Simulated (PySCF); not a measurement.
# C$_{5}$H$_{9}$FOSi: what the fields show

```xyz
17

C     1.7017   -1.2949   -0.2716
Si    0.6259    0.1128   -0.9455
C     0.8648    1.7870   -0.1478
C    -0.2671    2.1465    0.4638
O    -1.3615    1.3657    0.4579
C    -1.1773    0.1228   -0.2292
C    -1.4751   -0.9977    0.7601
F    -1.3772   -2.2126    0.1279
H     1.2603   -2.2627   -0.4888
H     2.6850   -1.2684   -0.7296
H     1.8385   -1.2240    0.8042
H     0.5631    0.0864   -2.4136
H     1.7280    2.4248   -0.1338
H    -0.4366    3.0644    1.0099
H    -1.9359    0.0862   -1.0178
H    -0.7524   -1.0012    1.5817
H    -2.4912   -0.9231    1.1622
```

Geometry: GFN2-xTB.

Method: PBE0/pcSseg-1, SCF density, gas phase, non-relativistic in PySCF 2.14.0.

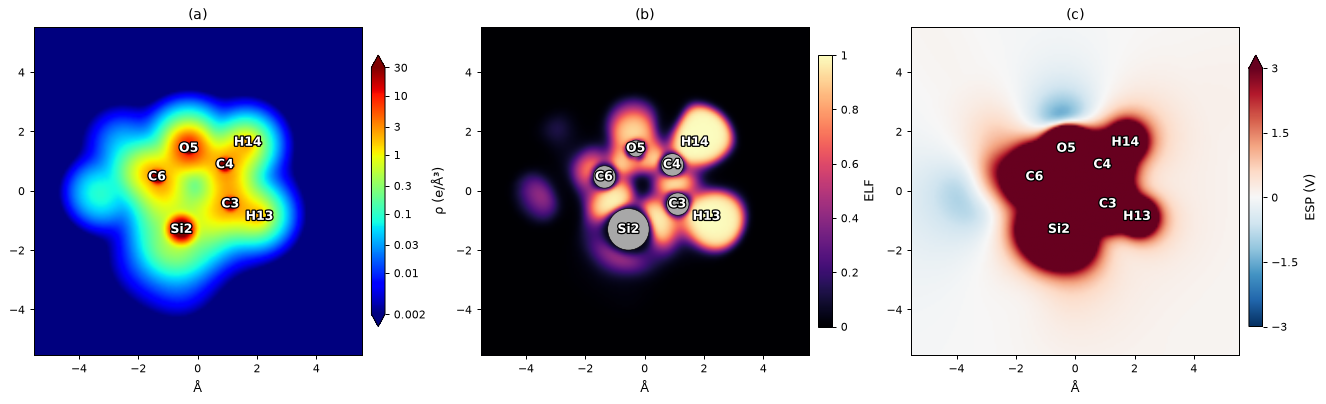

Figure 1. (a) total electron density; (b) ELF; (c) electrostatic potential on the plane of atoms Si2, C6 and O5. Grey discs cover the atomic cores in the ELF map.

Question: Interpret the plot.

Answer: The plane passes through Si, C, O and H nuclei.
C–C (1.34 Å): ρ at the midpoint is about 2.3 e/Å³; the ELF peaks at about 0.90 between the atoms (a multiple bond).
C–O (1.34 Å): the density is about 2.4 e/Å³ at the midpoint, with its minimum of 2 e/Å³ about 0.5 Å from C; the ELF peaks at about 0.90 between the atoms, as expected for a shared but strongly polarised pair.
C–Si (1.87 Å): ρ is about 0.93 e/Å³ halfway; the ELF peaks at about 0.95 between the atoms; localised, covalent bonding.
C–H (1.07 Å): ρ at the midpoint is about 2 e/Å³; the ELF climbs to about 1 towards the hydrogen, as it does in any bond to H (a covalent bond by its length).
C–O (1.43 Å): ρ is about 1.9 e/Å³ halfway, with its minimum of 1.7 e/Å³ about 0.5 Å from C; the ELF peaks at about 0.90 between the atoms (a polar covalent bond).
The ELF also peaks beside O5, away from the bonds: lone-pair regions.
Outside the dense part of the molecule the potential is most negative (−1.4 V) near O5.

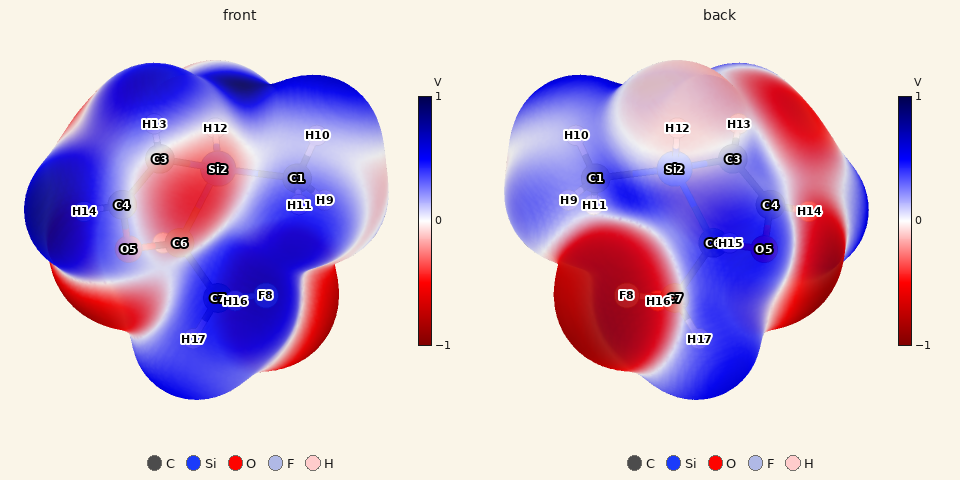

Figure 2. The electrostatic potential painted on the density surface at 0.001 e/bohr³, seen from the front and from behind; red is negative and blue positive.

Question: Which sites attract a positive test charge, and which a negative one?

Answer: A positive charge is drawn to the negative regions and a negative charge to the positive ones. The most negative region (about −0.9 V) lies over O5 and F8, the most positive (about +0.8 V) over Si2 and H14.

Question: What dipole moment does the calculation give?

Answer: Its dipole moment is 1.14 D.
